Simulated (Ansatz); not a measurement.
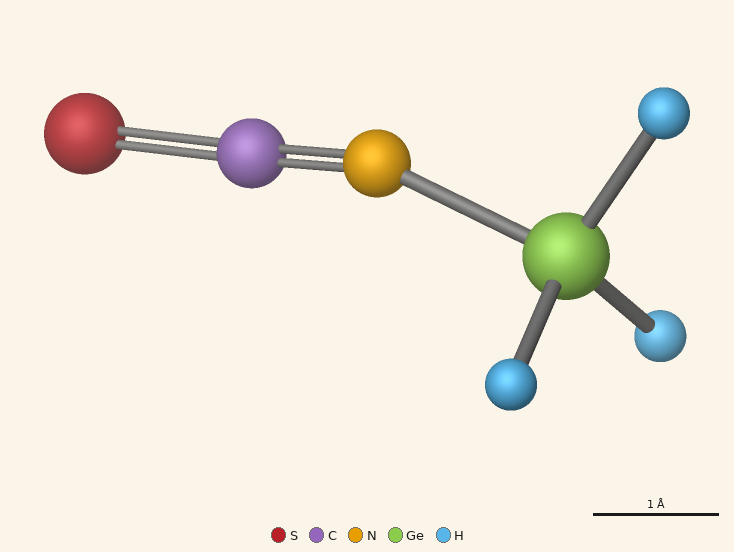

Starting geometry of the run.

The calculation was set up as follows.

```yaml
crystal:
  periodic: [false, false, false]
  atoms:
    - {symbol: S, position_ang: [0.457323, -3.159306, 1.117534]}
    - {symbol: C, position_ang: [0.206781, -1.646752, 0.764553]}
    - {symbol: N, position_ang: [0.009370, -0.498807, 0.537124]}
    - {symbol: Ge, position_ang: [-0.140634, 1.045474, -0.432710]}
    - {symbol: H, position_ang: [-1.023282, 0.733308, -1.645419]}
    - {symbol: H, position_ang: [-0.787076, 2.070532, 0.499984]}
    - {symbol: H, position_ang: [1.277498, 1.455560, -0.841066]}
basis:
  gaussian: {orbitals: 6-31G}
hamiltonian: {xc: {name: r2SCAN}, dispersion: d3bjatm}
```

Command:

```sh
ansatz run in.yaml --threads 2 --pin off --events-out ev --progress --plain --max-ram 32768MiB --backend cpu
```

What the program printed:

```
Functional definition: r2SCAN
  name "r2SCAN"
  cite "Furness, Kaplan, Ning, Perdew & Sun, J. Phys. Chem. Lett. 11, 8208 (2020) doi:10.1021/acs.jpclett.0c02405"
  cite "Furness, Kaplan, Ning, Perdew & Sun, J. Phys. Chem. Lett. 11, 9248 (2020) doi:10.1021/acs.jpclett.0c03077"
  parent r2scan
  parameter k0 = 0.174
  parameter k1 = 0.065
  parameter a1 = 4.9479
  exchange = r2scan_x(k0 = k0, k1 = k1, a1 = a1)
  correlation = r2scan_c
746 factors; integrals over basis functions are off by at most 4.3e-4 eV
mean field evaluation 1: about -69909.9383 eV, gradient 5.0e1 eV
mean field evaluation 2: about -69882.8402 eV, gradient 1.1e2 eV
mean field evaluation 4: about -69914.9429 eV, gradient 6.2e0 eV
mean field evaluation 8: about -69915.0209 eV, gradient 1.5e-1 eV
mean field -69915.02093394 eV, -2569.3296292189 hartree, gradient 2.0e-5 eV, S^2 0.000000; 0 other end points of the search recorded, 0 dependent functions left out
reference -69915.02094546 eV, -2569.3296296424 hartree; 32, 32 occupied and 34, 34 virtual orbitals, 746 factors
Total energy: -69915.06293787 eV, -2569.3311728348 hartree
```

The calculation finished and met its thresholds.
